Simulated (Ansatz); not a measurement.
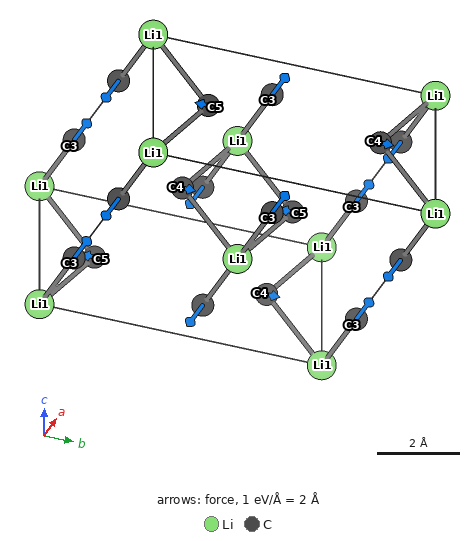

Starting geometry of solid LiC4 (a generated structure, set up in Cmmm) (coarse preliminary run) with the computed forces as blue arrows. The picture is a ball-and-stick view of the conventional cell (2 times the calculation's cell), seen from a free direction. Lengths and directions refer to the drawn axes.

Computed with DFT PBE, scalar-relativistic, plane waves, PAW in Ansatz. Set-up: plane-wave cutoff 420 eV; k-point mesh 4 × 4 × 6; occupations gaussian; smearing width 0.1 eV; no spin polarisation; cell and atoms relaxed; force threshold 0.04 eV/Å; at most 70 steps.

Q: Is this structure relaxed? If not, where do the atoms go?

A: It isn't relaxed: the largest force vector, on C atoms, is 0.53 eV/Å. The final displacements have little in common with the starting forces (cosine between the two patterns 0.16). The largest moves relative to the cell, 0.82 Å, are those of C atoms. Li stays in place. The volume changes by −52.6 %, with a 7.432 → 6.288 Å (−15.4 %), b 7.432 → 5.997 Å (−19.3 %), c 3.416 → 2.374 Å (−30.5 %). Near-neighbour distances that change, for instance: C–C 4.534 → 2.009 Å, C–C 3.187 → 1.740 Å, C–C 2.899 → 1.559 Å, Li–Li 3.416 → 2.374 Å. New bonds form: C–C (3.19 → 1.74 Å). Among the angles between lasting bonds that change: Li–C–Li 99.4° → 61.5°, C–Li–C 99.4° → 61.5°, C–Li–C 80.6° → 118.5°. The space group stays Cmmm (No. 65). The energy falls by 13.722 eV per cell of the calculation in 15 accepted moves (17 points after the start). Largest force component: 0.53 eV/Å at the start, 0.026 eV/Å at the end. The pressure goes from −14.08 to −0.11 GPa. The line search rejected the trial step at point 5 of the run. The SCF was repeated once at an unchanged geometry on a basis and grid sized afresh for the cell, which shifted the energy by 13.6 meV per cell of the calculation at most. Cost: 49 s on 1 thread of Arm Neoverse V1, with other jobs on the host, peak memory 0.34 GiB.
